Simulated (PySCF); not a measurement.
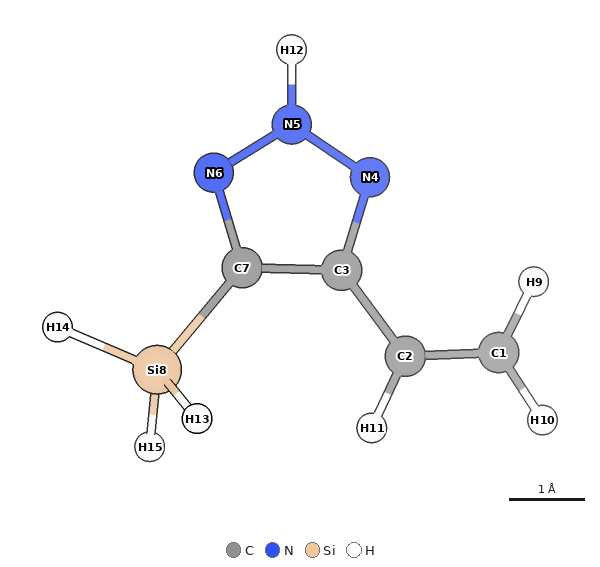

Figure 1. The input geometry of the first run (ball-and-stick view, seen at a tilt; atoms are numbered from 1 in the order of the input). Bond lengths as drawn: C–C 1.34 to 1.46 Å, C–H 1.09 to 1.10 Å, C–N 1.33 to 1.34 Å, C–Si 1.87 Å, H–N 1.01 Å, H–Si 1.49 Å and N–N 1.31 Å.

## C₄H₇N₃Si: a changed input and its effect

System: C₄H₇N₃Si.
Method of the first run: GIAO PBE0/pcSseg-1 NMR shielding, non-relativistic, gas phase (PySCF 2.14.0).

The geometry comes from this level: PBE0-D3(BJ)/def2-SVP. Text and figures count atoms from 1; the logs count them from 0 in places.

**Input file, the first run**
```
{"job": {"kind": "nmr", "xc": "PBE0", "basis": "pcSseg-1"}, "charge": 0, "multiplicity": 1}
C      2.698311    -0.118327    -0.613580
C      1.474617    -0.444323    -0.184567
C      0.305879     0.422908    -0.260763
N      0.330800     1.651462    -0.781411
N     -0.905176     2.066857    -0.651070
N     -1.757170     1.240886    -0.095973
C     -1.022757     0.156166     0.176622
Si    -1.765514    -1.348939     1.008323
H      2.893337     0.858910    -1.063057
H      3.531623    -0.818555    -0.526415
H      1.299501    -1.428278     0.263051
H     -1.189445     2.987012    -0.968154
H     -1.159985    -1.543074     2.360884
H     -3.236080    -1.152928     1.135650
H     -1.481454    -2.572305     0.198466
```

The first line tells a small driver script what to run in PySCF; the rest is the geometry in Å.

Command:
```bash
OMP_NUM_THREADS=1 python <driver script> task.json out
```

Hardware: 1 CPU thread, shared host.

**Output (the first run)**
```
coarse grid: 13496 points
cycle   1  E = -609.6899724480  dE =  1.322e+00  |g| = 4.790e-01  |ddm| = 3.779e+00
cycle   2  E = -609.6218663696  dE =  6.811e-02  |g| = 7.546e-01  |ddm| = 1.019e+00
cycle   3  E = -609.7438037003  dE = -1.219e-01  |g| = 1.047e-01  |ddm| = 5.917e-01
cycle   4  E = -609.7454072293  dE = -1.604e-03  |g| = 6.001e-02  |ddm| = 1.358e-01
cycle   5  E = -609.7461906865  dE = -7.835e-04  |g| = 1.739e-02  |ddm| = 5.759e-02
cycle   6  E = -609.7462576823  dE = -6.700e-05  |g| = 4.625e-03  |ddm| = 1.771e-02
cycle   7  E = -609.7462621770  dE = -4.495e-06  |g| = 1.808e-03  |ddm| = 4.471e-03
final grid: 127344 points
cycle   8  E = -609.7886241247  dE = -2.677e-05  |g| = 6.750e-03  |ddm| = 3.454e-02
cycle   9  E = -609.7886162000  dE =  7.925e-06  |g| = 9.136e-03  |ddm| = 1.479e-02
cycle  10  E = -609.7886340119  dE = -1.781e-05  |g| = 2.104e-03  |ddm| = 8.487e-03
cycle  11  E = -609.7886350184  dE = -1.006e-06  |g| = 3.291e-04  |ddm| = 2.048e-03
cycle  12  E = -609.7886350372  dE = -1.882e-08  |g| = 1.576e-04  |ddm| = 3.911e-04
cycle  13  E = -609.7886350432  dE = -6.001e-09  |g| = 3.059e-05  |ddm| = 1.451e-04
cycle  14  E = -609.7886350433  dE = -1.307e-10  |g| = 1.918e-05  |ddm| = 3.474e-05
converged SCF energy = -609.7886350433

GIAO shielding tensors (ppm)
atom      isotropic    diamagn.    paramagn.     s11        s22        s33       span
  0 C       58.497     252.469    -193.971    -54.920     63.372    167.041    221.962
  1 C       51.905     254.857    -202.951    -66.936     66.483    156.168    223.104
  2 C       28.358     250.686    -222.328    -44.212     12.160    117.126    161.337
  3 N      -81.751     329.204    -410.956   -312.747   -123.384    190.877    503.624
  4 N       -2.337     326.599    -328.936   -130.751     42.867     80.874    211.625
  5 N     -110.934     327.759    -438.693   -349.426   -153.498    170.123    519.549
  6 C       45.572     252.455    -206.883    -23.142     24.050    135.809    158.951
  7 Si     432.551     879.626    -447.075    410.895    427.864    458.895     48.000
  8 H       24.511      30.034      -5.523     22.241     22.587     28.705      6.464
  9 H       25.515      27.886      -2.371     23.081     24.482     28.983      5.903
 10 H       24.531      32.073      -7.543     21.475     22.604     29.513      8.037
 11 H       20.630      31.897     -11.267     14.761     22.821     24.307      9.546
 12 H       26.769      28.273      -1.504     23.628     25.080     31.600      7.972
 13 H       26.643      27.431      -0.789     22.842     25.578     31.508      8.667
 14 H       26.746      28.447      -1.701     23.401     25.477     31.361      7.959
```

The second run used a changed input.

**The two runs side by side**

```tsv
quantity	the first run	the second run
outcome	converged	converged
total energy (hartree)	−609.788635	−610.178977
HOMO (eV)	−7.04	−6.80
LUMO (eV)	−1.05	−1.10
dipole moment (D)	0.55	0.55
shielding of C1 (ppm)	58.5	60.9
shielding of C2 (ppm)	51.9	54.3
shielding of C3 (ppm)	28.4	30.5
shielding of N4 (ppm)	−81.8	−76.5
shielding of N5 (ppm)	−2.3	0.8
shielding of N6 (ppm)	−110.9	−104.8
shielding of Si8 (ppm)	432.6	435.6
SCF iterations	14	14
basis functions	178	178
wall time (shared host)	39 s	33 s
```

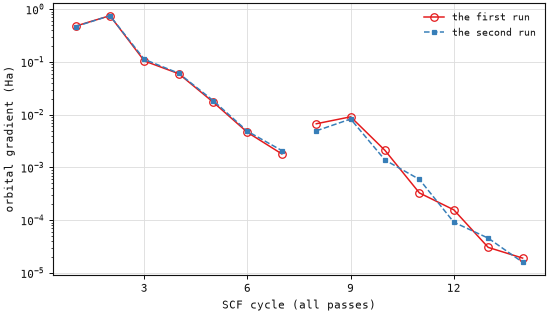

Figure 2. Convergence of the two runs: orbital gradient against the SCF cycle. A break in a curve parts two SCF passes (coarse and final grid). The first run takes 14 cycles in all, and the second run takes 14.

Which change of the input explains these differences?

The change (lines with − go, lines with + come):
```diff
-"xc": "PBE0"
+"xc": "B97-2"
+"pop": false
```

The total energies belong to different methods, so their difference says nothing on which is more stable or more accurate. The HOMO goes from −7.04 to −6.80 eV. The LUMO goes from −1.05 to −1.10 eV. Of all shieldings, the largest change is that of N6, by +6.1 ppm. The functional changes from PBE0 to B97-2. The number of SCF iterations is the same.

**Output (the second run)**
```
coarse grid: 13496 points
cycle   1  E = -610.0941492651  dE =  1.276e+00  |g| = 4.697e-01  |ddm| = 3.786e+00
cycle   2  E = -610.0219127493  dE =  7.224e-02  |g| = 7.556e-01  |ddm| = 1.043e+00
cycle   3  E = -610.1463613073  dE = -1.244e-01  |g| = 1.120e-01  |ddm| = 6.103e-01
cycle   4  E = -610.1483387882  dE = -1.977e-03  |g| = 6.123e-02  |ddm| = 1.438e-01
cycle   5  E = -610.1491504951  dE = -8.117e-04  |g| = 1.859e-02  |ddm| = 5.949e-02
cycle   6  E = -610.1492291432  dE = -7.865e-05  |g| = 4.857e-03  |ddm| = 1.918e-02
cycle   7  E = -610.1492338991  dE = -4.756e-06  |g| = 2.091e-03  |ddm| = 4.842e-03
final grid: 127344 points
cycle   8  E = -610.1789721181  dE = -5.338e-05  |g| = 4.955e-03  |ddm| = 4.089e-02
cycle   9  E = -610.1789615907  dE =  1.053e-05  |g| = 8.299e-03  |ddm| = 9.948e-03
cycle  10  E = -610.1789762489  dE = -1.466e-05  |g| = 1.383e-03  |ddm| = 7.381e-03
cycle  11  E = -610.1789765687  dE = -3.198e-07  |g| = 5.950e-04  |ddm| = 1.546e-03
cycle  12  E = -610.1789766493  dE = -8.059e-08  |g| = 9.181e-05  |ddm| = 5.162e-04
cycle  13  E = -610.1789766509  dE = -1.532e-09  |g| = 4.580e-05  |ddm| = 1.287e-04
cycle  14  E = -610.1789766513  dE = -4.504e-10  |g| = 1.601e-05  |ddm| = 4.648e-05
converged SCF energy = -610.1789766513

GIAO shielding tensors (ppm)
atom      isotropic    diamagn.    paramagn.     s11        s22        s33       span
  0 C       60.875     252.388    -191.513    -49.284     66.147    165.764    215.048
  1 C       54.290     254.994    -200.704    -61.224     68.905    155.189    216.413
  2 C       30.538     250.857    -220.319    -40.149     14.534    117.229    157.378
  3 N      -76.509     329.093    -405.602   -302.123   -117.259    189.855    491.977
  4 N        0.762     326.526    -325.765   -124.823     46.434     80.674    205.497
  5 N     -104.815     327.601    -432.417   -337.501   -146.388    169.443    506.944
  6 C       47.585     252.681    -205.096    -19.435     26.086    136.103    155.538
  7 Si     435.624     879.829    -444.205    414.645    431.759    460.469     45.823
  8 H       24.696      30.229      -5.533     22.426     22.830     28.833      6.407
  9 H       25.701      28.003      -2.302     23.317     24.665     29.122      5.805
 10 H       24.714      32.376      -7.662     21.684     22.852     29.606      7.922
 11 H       20.757      31.947     -11.190     14.939     22.909     24.423      9.485
 12 H       26.965      28.549      -1.584     23.864     25.304     31.727      7.863
 13 H       26.848      27.644      -0.796     23.083     25.798     31.662      8.578
 14 H       26.945      28.732      -1.787     23.638     25.702     31.494      7.857
```
